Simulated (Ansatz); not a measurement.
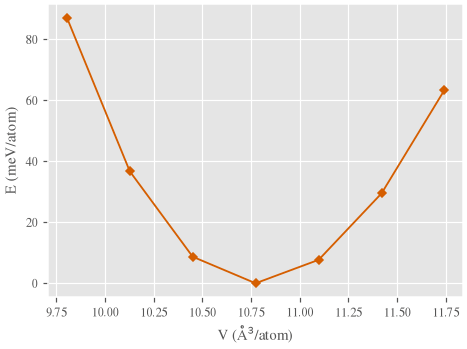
HfO$_{2}$ (fluorite, Fm-3m) under volume change, HSE06 in the plane-wave PAW code Ansatz, scaled uniformly.

**Question.** What does a third-order Birch–Murnaghan fit give for V₀, B₀ and B′?

**Answer.** V₀ = 10.78 Å³/atom, B₀ = 271 GPa, B′ = 4.1.

This is a known high-temperature phase of the composition, computed here at zero pressure and temperature. The cell was relaxed with HSE06 under the symmetry of its start; whether a distortion lowers the energy is not shown. No spin polarisation was allowed. Spin–orbit coupling is left out wherever it is not named.

Potentials: the earlier of the program's two PAW sets.
